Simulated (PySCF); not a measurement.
```xyz
15

O     1.5971   -0.1996    1.6447
C     1.0769   -0.3438    0.5765
C    -0.4164   -0.5590    0.4336
O    -0.8645   -0.9961   -0.8360
C    -1.5861    0.2160   -1.0732
C    -1.2245    0.7513    0.3096
F    -0.4843    1.8917    0.3204
C     1.9265   -0.3191   -0.7152
F     1.4140    0.5387   -1.6005
F     3.1645    0.0516   -0.4441
F     1.9529   -1.5299   -1.2631
H    -0.7274   -1.2219    1.2594
H    -1.1490    0.8140   -1.8890
H    -2.6555    0.0354   -1.2669
H    -2.0483    0.8553    1.0308
```

Geometry: PBE0-D3(BJ)/def2-SVP.

All numbers below come from PBE0/pcSseg-1, SCF density, gas phase, non-relativistic in PySCF 2.14.0.

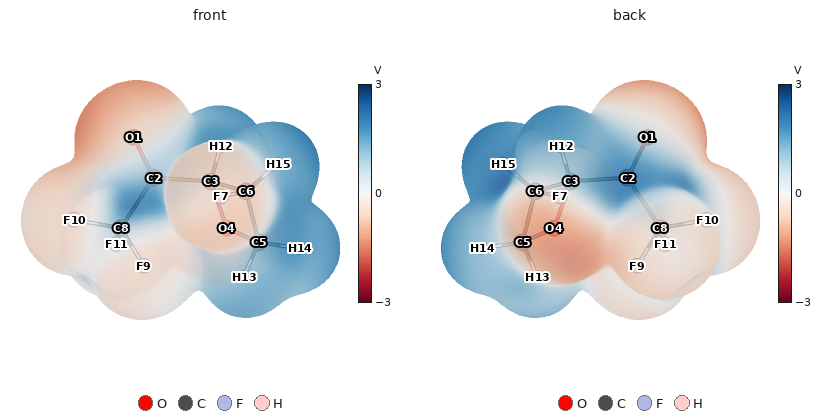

C5H4F4O2. The molecular electrostatic potential painted on the density surface at 0.004 e/bohr³, seen from the front and from behind; the colour scale runs from red (negative) to blue (positive).

Describe the electrostatic potential map.

Answer. The most negative region (about −1.4 V) lies over O1 and O4, the most positive (about +2.2 V) over C3, C5 and C6.

What dipole moment does the calculation give?

Answer. Its dipole moment is 3.67 D.
